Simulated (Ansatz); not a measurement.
# Fields on a plane of PbTe (rock salt)

```xyz
2
Lattice="0.0000 3.2845 3.2845 3.2845 0.0000 3.2845 3.2845 3.2845 0.0000" Properties=species:S:1:pos:R:3 pbc="T T T"
Te     0.0000     0.0000     0.0000
Pb     3.2845     3.2845     3.2845
```

The slice is a {111} plane (indices of the conventional cell) through the point (0.000, 0.000, 0.000) (fractional), spanned by u = [100] and v = [-1 2 0] in vectors of this cell: u (4.64 Å) and v (8.05 Å, at 90° to u). It covers one period; positions are fractions (u, v).

Atoms on it: Te at (0.00, 0.00); Te at (0.50, 0.50).

Method: PBE (plane waves to 420 eV, PAW, scalar-relativistic; Ansatz, a first-principles code). k mesh 9×9×9. Near the nuclei the fields are pseudised (PAW); where an atom keeps semicore shells as valence, they peak there. PbTe was relaxed with its symmetry unable to fall. Spin-orbit coupling is left out, though Pb and Te are heavy.

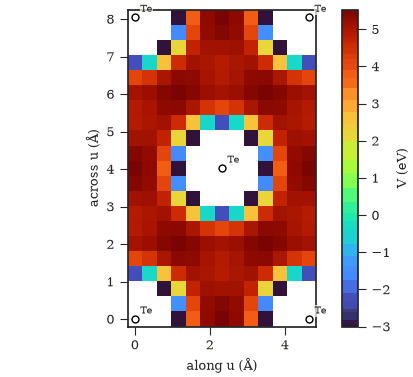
Figure. Electrostatic potential energy of an electron, from the cell's mean, in eV, one period of the plane, atoms marked. Points within 1 Å of a nucleus are left white, as the pseudised field means little there. Values under -3 eV are set to -3. The zero, the cell's mean, hangs on the PAW cores.

```
|%%##++--..      ..--++##|
|++====::..      ..::====|
|----::..          ..::--|
|......              ....|
|                        |
|        ..........      |
|      ..::------::..    |
|    ..::====++====::..  |
|    ..--++##%%##++--..  |
|    ::--++@@@@@@++--::  |
|    ..--++##%%##++--..  |
|    ..::====++====::..  |
|      ..::------::..    |
|        ..........      |
|                        |
|......              ....|
|----::..          ..::--|
|++====::..      ..::====|
|%%##++--..      ..--++##|
|@@@@++--::      ::--++@@|
```
Scale: ten equal steps from -1.43 (start of ' ') to 1.24 (end of '@'), in the order ' .:-=+*#%@'. Values: log₁₀ of the valence density in e/Å³. The map has 12 points along u (two characters each, u = 0 at the left) and 20 along v (v = 0 in the bottom row). The scale is logarithmic, as a density can span decades between atoms and voids.
